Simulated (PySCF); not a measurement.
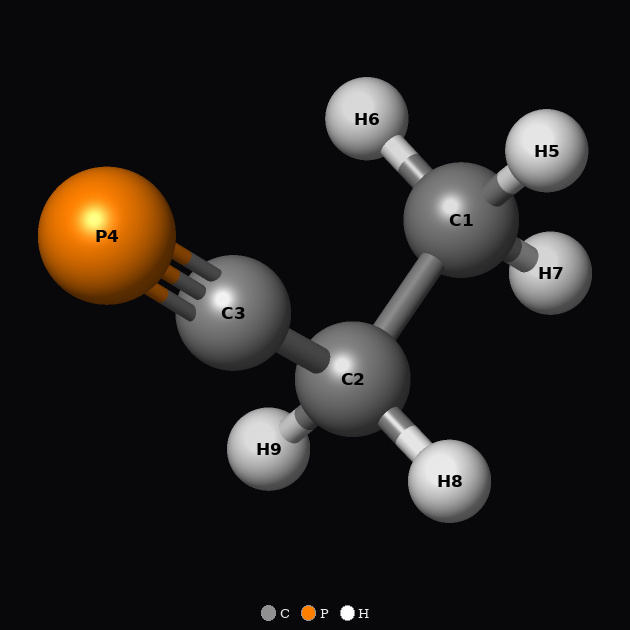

The geometry was computed by an optimisation with GFN2-xTB. No frequency run is at hand to confirm it as a minimum. Level of theory: delta-SCF UKS SCAN, pcX-2 on the ionised atom, pcseg-1 elsewhere, spin-free X2C (PySCF 2.14.0).

Give the core-electron binding energies (to vacuum; p and d levels without spin–orbit splitting) of C1 1s, C2 1s, C3 1s, P4 1s, P4 2p.

| atom | level | binding energy (eV) |
| --- | --- | --- |
| C1 | 1s | 290.8 |
| C2 | 1s | 291.5 |
| C3 | 1s | 290.6 |
| P4 | 1s | 2149.6 |
| P4 | 2p | 136.5 |

The geometry is semi-empirical. Around P such bond lengths and angles can be off by a tenth of an ångström or more and by several degrees, and values that hang on the shape move with them.
